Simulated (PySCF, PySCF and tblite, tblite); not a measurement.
**C6H6O3: conformers and averaged spectra**

Aim: find the conformers of C6H6O3 (`COC(=O)c1ccoc1`), weigh them, and average their properties.

Programs: PySCF 2.14.0 with density-fitted response routines of our own, and tblite 0.8.0. All values are computed, except where a source is named. Atoms count from 0 throughout.

## 1. The starting structure

15 atoms, charge 0, multiplicity 1; geometry from: MMFF94s geometry.

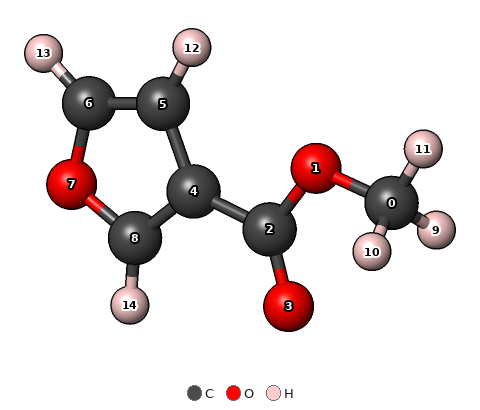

The starting geometry (carbon dark grey, oxygen red, hydrogen pink), atoms numbered.

## 2. GFN2-xTB relaxation, conformer 1

What the job is given:

```
{"job": {"xc": "GFN2-xTB", "basis": "xTB", "kind": "relax"}, "charge": 0, "multiplicity": 1}
C      2.813800     0.362500     0.538300
O      1.376900     0.475900     0.546100
C      0.762300    -0.369700    -0.316500
O      1.329100    -1.141300    -1.073600
C     -0.689000    -0.228000    -0.263200
C     -1.504300     0.627700     0.529200
C     -2.803700     0.368900     0.184000
O     -2.850300    -0.587600    -0.767800
C     -1.569800    -0.949700    -1.044100
H      3.194200     0.627500    -0.443300
H      3.115500    -0.645100     0.824600
H      3.202200     1.069600     1.272300
H     -1.171800     1.347400     1.279200
H     -3.755600     0.752200     0.511700
H     -1.453800    -1.702300    -1.798800
```

On the command line:

```bash
$ OMP_NUM_THREADS=1 python ens_run.py task.json out
```

One launch serves the whole session.

The log of the run:

```text
step      E/eV     max force
  0    -764.50346    1.250
  1    -764.55480    1.189
  2    -764.56755    0.481
  3    -764.57406    0.214
  4    -764.57811    0.181
  5    -764.58107    0.150
  6    -764.58319    0.117
  7    -764.58428    0.073
  8    -764.58489    0.059
  9    -764.58528    0.063
 10    -764.58553    0.041
 11    -764.58573    0.040
 12    -764.58573    0.040
 13    -764.58585    0.033
 14    -764.58608    0.036
 15    -764.58615    0.042
 16    -764.58627    0.047
 17    -764.58648    0.044
 18    -764.58659    0.032
 19    -764.58673    0.029
 20    -764.58683    0.029
 21    -764.58696    0.027
 22    -764.58714    0.039
 23    -764.58736    0.040
 24    -764.58754    0.032
 25    -764.58765    0.035
 26    -764.58774    0.035
 27    -764.58788    0.037
 28    -764.58807    0.042
 29    -764.58824    0.039
 30    -764.58835    0.021
 31    -764.58840    0.017
 32    -764.58841    0.010
 33    -764.58842    0.006
 34    -764.58843    0.007
 35    -764.58843    0.010
 36    -764.58844    0.010
 37    -764.58845    0.006
 38    -764.58846    0.004
 39    -764.58846    0.004
 40    -764.58846    0.005
 41    -764.58847    0.003
```

Run time: 0.42 s. Hardware: 1 thread of Arm Neoverse N1, shared host.

Gain 0.085 eV; displacement 0.05 Å root mean square.

**GFN2-xTB relaxation, conformer 2**

What the job is given:

```
{"job": {"xc": "GFN2-xTB", "basis": "xTB", "kind": "relax"}, "charge": 0, "multiplicity": 1}
C     -2.888900     0.300300    -0.209500
O     -1.506700     0.607400    -0.235800
C     -0.691700    -0.471000     0.055100
O     -1.114100    -1.587000     0.289000
C      0.707900    -0.134600     0.034300
C      1.815400    -0.993700     0.264900
C      2.951200    -0.219500     0.127400
O      2.621900     1.060600    -0.173200
C      1.265000     1.101400    -0.238200
H     -3.208600    -0.040100     0.789100
H     -3.142000    -0.447200    -0.971400
H     -3.447600     1.218200    -0.440000
H      1.782500    -2.045300     0.520500
H      4.014100    -0.422500     0.214100
H      0.837300     2.081100    -0.477200
```

The log of the run:

```text
step      E/eV     max force
  0    -764.44830    1.534
  1    -764.53879    1.249
  2    -764.55203    0.855
  3    -764.56219    0.250
  4    -764.56696    0.215
  5    -764.57053    0.249
  6    -764.57314    0.127
  7    -764.57486    0.112
  8    -764.57602    0.090
  9    -764.57676    0.087
 10    -764.57716    0.051
 11    -764.57738    0.042
 12    -764.57759    0.066
 13    -764.57779    0.059
 14    -764.57791    0.032
 15    -764.57791    0.032
 16    -764.57795    0.022
 17    -764.57798    0.026
 18    -764.57800    0.016
 19    -764.57801    0.014
 20    -764.57802    0.008
 21    -764.57803    0.009
 22    -764.57804    0.009
 23    -764.57804    0.009
 24    -764.57805    0.007
 25    -764.57805    0.009
 26    -764.57806    0.008
 27    -764.57806    0.008
 28    -764.57807    0.008
 29    -764.57807    0.007
 30    -764.57808    0.007
 31    -764.57808    0.005
 32    -764.57809    0.005
 33    -764.57809    0.004
```

Wall time 0.3 s (1 thread of Arm Neoverse N1, shared host).

Relaxing gained 0.130 eV and moved the atoms by 0.03 Å on average (rms).

## 3. Shieldings, conformer 1: B97-2/pcSseg-1 in chloroform

What the job is given:

```
{"job": {"xc": "B97-2", "basis": "pcSseg-1", "solvent": "chloroform", "kind": "nmr", "pop": true}, "charge": 0, "multiplicity": 1}
C      2.781475     0.377472     0.551230
O      1.364261     0.441402     0.526830
C      0.757884    -0.384664    -0.339843
O      1.352660    -1.144884    -1.063872
C     -0.700374    -0.245408    -0.292283
C     -1.481934     0.621105     0.526306
C     -2.773817     0.370520     0.194877
O     -2.847329    -0.577790    -0.759062
C     -1.602170    -0.947104    -1.051207
H      3.190016     0.626751    -0.430469
H      3.111683    -0.627800     0.821609
H      3.105912     1.100135     1.295472
H     -1.110814     1.318699     1.246845
H     -3.698331     0.781527     0.548958
H     -1.453535    -1.701972    -1.797304
```

The log of the run:

```text
coarse grid: 13496 points
cycle   1  E = -457.4580030859  dE =  1.845e+00  |g| = 9.466e-01  |ddm| = 3.752e+00
cycle   2  E = -457.1399919482  dE =  3.180e-01  |g| = 1.609e+00  |ddm| = 1.989e+00
cycle   3  E = -457.6096730787  dE = -4.697e-01  |g| = 2.536e-01  |ddm| = 1.456e+00
cycle   4  E = -457.6209209390  dE = -1.125e-02  |g| = 9.394e-02  |ddm| = 2.440e-01
cycle   5  E = -457.6224643707  dE = -1.543e-03  |g| = 1.839e-02  |ddm| = 6.613e-02
cycle   6  E = -457.6225330277  dE = -6.866e-05  |g| = 6.164e-03  |ddm| = 2.027e-02
cycle   7  E = -457.6225403855  dE = -7.358e-06  |g| = 1.779e-03  |ddm| = 5.563e-03
final grid: 133104 points
cycle   8  E = -457.7040633654  dE = -6.321e-05  |g| = 7.816e-03  |ddm| = 3.845e-02
cycle   9  E = -457.7040476071  dE =  1.576e-05  |g| = 1.216e-02  |ddm| = 1.400e-02
cycle  10  E = -457.7040735213  dE = -2.591e-05  |g| = 1.299e-03  |ddm| = 8.861e-03
cycle  11  E = -457.7040738438  dE = -3.224e-07  |g| = 4.664e-04  |ddm| = 1.350e-03
cycle  12  E = -457.7040738810  dE = -3.722e-08  |g| = 1.667e-04  |ddm| = 4.091e-04
cycle  13  E = -457.7040738862  dE = -5.249e-09  |g| = 4.107e-05  |ddm| = 1.462e-04
cycle  14  E = -457.7040738866  dE = -3.155e-10  |g| = 1.505e-05  |ddm| = 4.109e-05
converged SCF energy = -457.7040738866

GIAO shielding tensors (ppm)
atom      isotropic    diamagn.    paramagn.     s11        s22        s33       span
  0 C      132.382     242.047    -109.664    102.730    117.215    177.202     74.472
  1 O      147.635     403.675    -256.040    -27.973    232.250    238.629    266.602
  2 C       17.869     249.907    -232.038    -73.228     53.613     73.222    146.451
  3 O      -50.183     405.196    -455.379   -278.709   -189.117    317.277    595.986
  4 C       62.614     255.545    -192.931     -6.332     58.419    135.754    142.086
  5 C       70.524     247.069    -176.545    -14.647     65.049    161.171    175.818
  6 C       40.362     255.779    -215.417    -33.188     49.020    105.255    138.443
  7 O       33.975     397.695    -363.720   -112.728    -53.131    267.785    380.513
  8 C       33.641     252.013    -218.371    -44.100     33.857    111.166    155.266
  9 H       27.615      27.926      -0.311     23.919     25.383     33.543      9.624
 10 H       27.615      27.929      -0.314     23.918     25.383     33.545      9.627
 11 H       27.715      27.684       0.032     23.735     26.319     33.093      9.358
 12 H       24.700      32.253      -7.553     21.963     24.852     27.286      5.323
 13 H       24.164      29.520      -5.356     21.034     25.280     26.178      5.144
 14 H       23.440      31.419      -7.979     20.187     23.975     26.159      5.972
```

Run time: 47 s. Hardware: 1 thread of Arm Neoverse N1, shared host; peak memory 0.94 GiB.

In short: HOMO -6.81 eV, LUMO -0.98 eV; dipole 2.49 D.

## 4. Single-point energy, conformer 1: B3LYP/def2-SVP in chloroform

The job, as its differences from that of step 3:

```diff
@@ -1,2 +1,2 @@
-{"job": {"xc": "B97-2", "basis": "pcSseg-1", "solvent": "chloroform", "kind": "nmr", "pop": true}, "charge": 0, "multiplicity": 1}
+{"job": {"xc": "B3LYP", "basis": "def2-SVP", "solvent": "chloroform", "kind": "sp"}, "charge": 0, "multiplicity": 1}
 C      2.781475     0.377472     0.551230
```

The log of the run:

```text
coarse grid: 13496 points
cycle   1  E = -457.2905036349  dE =  1.776e+00  |g| = 9.769e-01  |ddm| = 4.544e+00
cycle   2  E = -456.9000313788  dE =  3.905e-01  |g| = 1.724e+00  |ddm| = 2.691e+00
cycle   3  E = -457.4565429164  dE = -5.565e-01  |g| = 2.810e-01  |ddm| = 1.941e+00
cycle   4  E = -457.4709665333  dE = -1.442e-02  |g| = 1.006e-01  |ddm| = 3.323e-01
cycle   5  E = -457.4728070821  dE = -1.841e-03  |g| = 2.118e-02  |ddm| = 8.585e-02
cycle   6  E = -457.4729061071  dE = -9.903e-05  |g| = 6.383e-03  |ddm| = 2.608e-02
cycle   7  E = -457.4729142488  dE = -8.142e-06  |g| = 2.018e-03  |ddm| = 7.087e-03
final grid: 133104 points
cycle   8  E = -457.5721748389  dE = -3.698e-05  |g| = 7.009e-03  |ddm| = 3.124e-02
cycle   9  E = -457.5721575608  dE =  1.728e-05  |g| = 1.153e-02  |ddm| = 1.721e-02
cycle  10  E = -457.5721853363  dE = -2.778e-05  |g| = 1.642e-03  |ddm| = 1.134e-02
cycle  11  E = -457.5721858720  dE = -5.357e-07  |g| = 3.133e-04  |ddm| = 1.472e-03
cycle  12  E = -457.5721858870  dE = -1.508e-08  |g| = 1.454e-04  |ddm| = 3.799e-04
cycle  13  E = -457.5721858911  dE = -4.084e-09  |g| = 3.781e-05  |ddm| = 1.469e-04
cycle  14  E = -457.5721858914  dE = -2.811e-10  |g| = 1.312e-05  |ddm| = 4.862e-05
converged SCF energy = -457.5721858914
```

Run time: 18 s. Hardware: 1 thread of Arm Neoverse N1, shared host; peak memory 0.74 GiB.

In short: HOMO -6.71 eV, LUMO -0.94 eV; dipole 2.34 D.

## 5. Shieldings, conformer 2: B97-2/pcSseg-1 in chloroform

What the job is given:

```
{"job": {"xc": "B97-2", "basis": "pcSseg-1", "solvent": "chloroform", "kind": "nmr", "pop": false}, "charge": 0, "multiplicity": 1}
C     -2.886920     0.302159    -0.208313
O     -1.492061     0.568807    -0.216493
C     -0.697858    -0.481867     0.055648
O     -1.116119    -1.586457     0.295332
C      0.719451    -0.108247     0.021975
C      1.821131    -0.979727     0.265049
C      2.931971    -0.212647     0.129654
O      2.600748     1.056838    -0.176688
C      1.271459     1.119111    -0.241340
H     -3.199267    -0.058006     0.774240
H     -3.132608    -0.457778    -0.953188
H     -3.376715     1.243081    -0.444869
H      1.757960    -2.020477     0.503165
H      3.975549    -0.438230     0.221785
H      0.818865     2.061428    -0.476921
```

The log of the run:

```text
coarse grid: 13496 points
cycle   1  E = -457.4581651621  dE =  1.840e+00  |g| = 9.455e-01  |ddm| = 3.763e+00
cycle   2  E = -457.1359269016  dE =  3.222e-01  |g| = 1.614e+00  |ddm| = 2.001e+00
cycle   3  E = -457.6095174883  dE = -4.736e-01  |g| = 2.551e-01  |ddm| = 1.463e+00
cycle   4  E = -457.6209529968  dE = -1.144e-02  |g| = 9.171e-02  |ddm| = 2.390e-01
cycle   5  E = -457.6223630790  dE = -1.410e-03  |g| = 1.830e-02  |ddm| = 5.920e-02
cycle   6  E = -457.6224282895  dE = -6.521e-05  |g| = 6.685e-03  |ddm| = 2.011e-02
cycle   7  E = -457.6224373197  dE = -9.030e-06  |g| = 2.163e-03  |ddm| = 6.693e-03
final grid: 133104 points
cycle   8  E = -457.7043349189  dE = -6.196e-05  |g| = 9.197e-03  |ddm| = 4.018e-02
cycle   9  E = -457.7043058357  dE =  2.908e-05  |g| = 1.537e-02  |ddm| = 1.714e-02
cycle  10  E = -457.7043495717  dE = -4.374e-05  |g| = 1.312e-03  |ddm| = 1.130e-02
cycle  11  E = -457.7043499348  dE = -3.630e-07  |g| = 3.726e-04  |ddm| = 1.414e-03
cycle  12  E = -457.7043499592  dE = -2.448e-08  |g| = 1.430e-04  |ddm| = 3.374e-04
cycle  13  E = -457.7043499630  dE = -3.786e-09  |g| = 3.584e-05  |ddm| = 1.144e-04
cycle  14  E = -457.7043499632  dE = -2.220e-10  |g| = 1.512e-05  |ddm| = 3.533e-05
converged SCF energy = -457.7043499632

GIAO shielding tensors (ppm)
atom      isotropic    diamagn.    paramagn.     s11        s22        s33       span
  0 C      132.368     242.113    -109.745    102.934    116.972    177.200     74.266
  1 O      152.136     403.891    -251.755    -29.228    230.219    255.417    284.645
  2 C       18.072     250.484    -232.412    -71.215     53.436     71.995    143.211
  3 O      -59.788     405.286    -465.074   -307.240   -187.799    315.677    622.917
  4 C       62.852     255.688    -192.836     -2.364     55.685    135.235    137.600
  5 C       69.993     246.439    -176.446    -18.510     66.015    162.475    180.985
  6 C       40.162     254.389    -214.226    -34.498     48.933    106.052    140.550
  7 O       33.714     397.993    -364.279   -112.640    -46.710    260.492    373.132
  8 C       34.540     253.559    -219.018    -39.545     31.993    111.174    150.719
  9 H       27.611      28.059      -0.448     23.924     25.380     33.528      9.603
 10 H       27.610      27.992      -0.382     23.925     25.381     33.525      9.601
 11 H       27.771      27.639       0.132     23.800     26.332     33.180      9.380
 12 H       24.573      31.608      -7.035     22.107     24.979     26.632      4.525
 13 H       24.119      28.814      -4.695     21.011     25.276     26.071      5.060
 14 H       23.614      32.423      -8.809     20.019     24.178     26.645      6.626
```

Run time: 42 s. Hardware: 1 thread of Arm Neoverse N1, shared host; peak memory 1.1 GiB.

Key values: HOMO -6.83 eV, LUMO -0.99 eV; dipole 1.97 D.

## 6. Single-point energy, conformer 2: B3LYP/def2-SVP in chloroform

The job, as its differences from that of step 5:

```diff
@@ -1,2 +1,2 @@
-{"job": {"xc": "B97-2", "basis": "pcSseg-1", "solvent": "chloroform", "kind": "nmr", "pop": false}, "charge": 0, "multiplicity": 1}
+{"job": {"xc": "B3LYP", "basis": "def2-SVP", "solvent": "chloroform", "kind": "sp"}, "charge": 0, "multiplicity": 1}
 C     -2.886920     0.302159    -0.208313
```

The log of the run:

```text
coarse grid: 13496 points
cycle   1  E = -457.2905631351  dE =  1.771e+00  |g| = 9.759e-01  |ddm| = 4.543e+00
cycle   2  E = -456.8957853331  dE =  3.948e-01  |g| = 1.729e+00  |ddm| = 2.642e+00
cycle   3  E = -457.4563413674  dE = -5.606e-01  |g| = 2.817e-01  |ddm| = 1.892e+00
cycle   4  E = -457.4708725330  dE = -1.453e-02  |g| = 9.860e-02  |ddm| = 3.270e-01
cycle   5  E = -457.4725742058  dE = -1.702e-03  |g| = 2.140e-02  |ddm| = 8.048e-02
cycle   6  E = -457.4726708970  dE = -9.669e-05  |g| = 7.361e-03  |ddm| = 2.665e-02
cycle   7  E = -457.4726821478  dE = -1.125e-05  |g| = 2.589e-03  |ddm| = 8.992e-03
cycle   8  E = -457.4726836657  dE = -1.518e-06  |g| = 7.565e-04  |ddm| = 2.812e-03
final grid: 133104 points
cycle   9  E = -457.5724486306  dE = -4.313e-05  |g| = 6.090e-03  |ddm| = 3.344e-02
cycle  10  E = -457.5724418999  dE =  6.731e-06  |g| = 8.516e-03  |ddm| = 1.338e-02
cycle  11  E = -457.5724568541  dE = -1.495e-05  |g| = 1.251e-03  |ddm| = 8.247e-03
cycle  12  E = -457.5724571447  dE = -2.906e-07  |g| = 2.956e-04  |ddm| = 1.195e-03
cycle  13  E = -457.5724571583  dE = -1.359e-08  |g| = 1.475e-04  |ddm| = 3.715e-04
cycle  14  E = -457.5724571624  dE = -4.103e-09  |g| = 3.611e-05  |ddm| = 1.462e-04
cycle  15  E = -457.5724571626  dE = -2.692e-10  |g| = 9.109e-06  |ddm| = 4.234e-05
converged SCF energy = -457.5724571626
```

Run time: 17 s. Hardware: 1 thread of Arm Neoverse N1, shared host; peak memory 0.75 GiB.

This run: HOMO -6.72 eV, LUMO -0.95 eV; dipole 1.86 D.

## 7. Boltzmann average: properties at B97-2/pcSseg-1 in chloroform

What the job is given:

```
{"job": {"study": "conf", "smiles": "COC(=O)c1ccoc1", "search": {"seed": 8326, "n_embed": 90, "ff_keep": 18, "window": 3.0, "nmax": 10, "temps": [180, 230, 298.15, 330, 400], "t_ref": 298.15, "order": 0.001}, "level": {"nmr": {"xc": "B97-2", "basis": "pcSseg-1", "solvent": "chloroform"}, "sp": {"xc": "B3LYP", "basis": "def2-SVP", "solvent": "chloroform"}}, "kind": "conf"}, "charge": 0, "multiplicity": 1}
C     -2.886920     0.302159    -0.208313
O     -1.492061     0.568807    -0.216493
C     -0.697858    -0.481867     0.055648
O     -1.116119    -1.586457     0.295332
C      0.719451    -0.108247     0.021975
C      1.821131    -0.979727     0.265049
C      2.931971    -0.212647     0.129654
O      2.600748     1.056838    -0.176688
C      1.271459     1.119111    -0.241340
H     -3.199267    -0.058006     0.774240
H     -3.132608    -0.457778    -0.953188
H     -3.376715     1.243081    -0.444869
H      1.757960    -2.020477     0.503165
H      3.975549    -0.438230     0.221785
H      0.818865     2.061428    -0.476921
```

The log of the run:

```text
conformer  sym    E(xTB)   E(DFT)   G(298.15 K)  weight  dipole/D
    1     Cs      0.000    0.168    0.209   0.4126    2.339
    2     Cs      0.239    0.000    0.000   0.5874    1.858

mean shielding (ppm) by class
class atoms           180 K      230 K   298.15 K      330 K      400 K
  0 C  0            132.373    132.374    132.374    132.374    132.374
  1 O  1            150.516    150.387    150.279    150.243    150.185
  2 C  2             17.999     17.993     17.988     17.987     17.984
  3 O  3            -56.332    -56.056    -55.824    -55.749    -55.625
  4 C  4             62.766     62.759     62.754     62.752     62.749
  5 C  5             70.184       70.2     70.212     70.216     70.223
  6 C  6             40.234      40.24     40.245     40.247     40.249
  7 O  7             33.808     33.815     33.822     33.824     33.827
  8 C  8             34.217     34.191     34.169     34.162     34.151
  9 H  9,10,11       27.658     27.658     27.658     27.657     27.657
 10 H  12            24.619     24.622     24.625     24.626     24.628
 11 H  13            24.135     24.137     24.138     24.138     24.139
 12 H  14            23.552     23.547     23.542     23.541     23.539
```

It took 2.1 min on 1 thread of Arm Neoverse N1, shared host. This counts the runs that the step sums up.

The search (ETKDG and KDG, MMFF94s, GFN2-xTB) embedded 90 structures, kept 2 distinct ones after the force field and 2 after xTB; 2 were carried on (window 3.0 kcal/mol at the search's own energies). Energies: B3LYP/def2-SVP in chloroform with D3(BJ).

The conformers at 298 K:

```
no.  group  mirror pair  ΔE xTB  ΔE DFT    ΔG  weight (%)  μ (D)  C0–O1–C2–O3 (°)  O1–C2–C4–C5 (°)     A, B, C (GHz)
  1     Cs           no    0.00    0.17  0.21        41.3   2.34                0                0  4.71, 1.04, 0.85
  2     Cs           no    0.24    0.00  0.00        58.7   1.86                0              180  4.65, 1.04, 0.86
```

Energies in kcal/mol. ΔG holds xTB vibrations and rotation, symmetry numbers and mirror pairs.

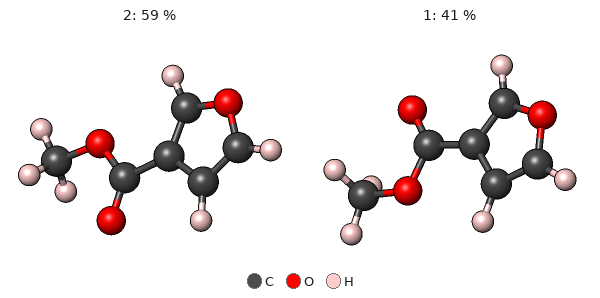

The conformers with their weights.

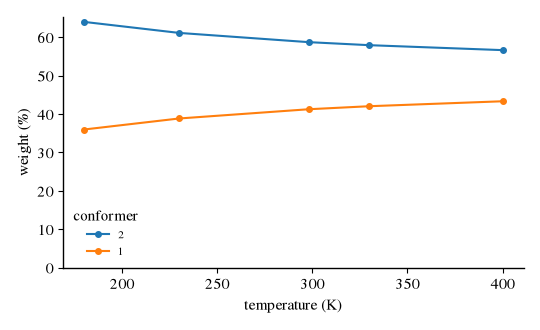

Weights against temperature.

How the weights hang on the way they are made:

```
                                  scheme    2    1  mean μ (D)
                         DFT free energy   59   41        2.06
            DFT energy, symmetry counted   57   43        2.06
                        DFT energy alone   57   43        2.06
            xTB energy, symmetry counted   40   60        2.15
                         xTB free energy   42   58        2.14
                   lowest conformer only  100    0        1.86
                           equal weights   50   50        2.10
conformers found from three starts alone    0  100        2.34
```

Shifts against references run at the same level (1H TMS 31.80, 13C TMS 186.8 ppm of shielding), by class of atoms, at 298 K:

```
       atoms                                         environment      no. 2      no. 1    average
          C2                               ester carbonyl carbon      168.8      169.0      168.8
          C8                 aromatic CH next to the ring oxygen      152.3      153.2      152.7
          C6                 aromatic CH next to the ring oxygen      146.7      146.5      146.6
          C4                         substituted aromatic carbon      124.0      124.2      124.1
          C5                                         aromatic CH      116.8      116.3      116.6
          C0                           methyl carbon bonded to O       54.5       54.5       54.5
         H14  hydrogen on an aromatic CH next to the ring oxygen       8.19       8.36       8.26
         H13  hydrogen on an aromatic CH next to the ring oxygen       7.68       7.64       7.67
         H12                          hydrogen on an aromatic CH       7.23       7.10       7.18
H9, H10, H11             hydrogen on a methyl carbon bonded to O       4.14       4.15       4.15
          O3                               ester carbonyl oxygen  -59.8 (σ)  -50.2 (σ)  -55.8 (σ)
          O7                                aromatic ring oxygen   33.7 (σ)   34.0 (σ)   33.8 (σ)
          O1                                 ester alkoxy oxygen  152.1 (σ)  147.6 (σ)  150.3 (σ)
```

Effective distances for nuclear Overhauser effects, ⟨r⁻⁶⟩^(−1/6) over all pairs of two classes (Å): H12···H13 2.74.

## 8. Outcome

| quantity | value |
| --- | --- |
| conformers | 2; the first in weight is no. 2 (Cs), 59 % at 298 K |
| root-mean-square dipole | 2.07 D |
| averaged 13C shifts (B97-2/pcSseg-1 in chloroform) | 168.8, 152.7, 146.6, 124.1, 116.6, 54.5 ppm |
| averaged 1H shifts (B97-2/pcSseg-1 in chloroform) | 8.26, 7.67, 7.18, 4.15 ppm |

In words: At 298 K conformer 2 holds 59 % of the ensemble (64 % at 180 K, 57 % at 400 K). xTB puts no. 1 lowest, DFT no. 2. Among conformers over 5 %, H14 differs by 0.17 ppm, while the average moves by 0.01 ppm from 180 to 400 K.
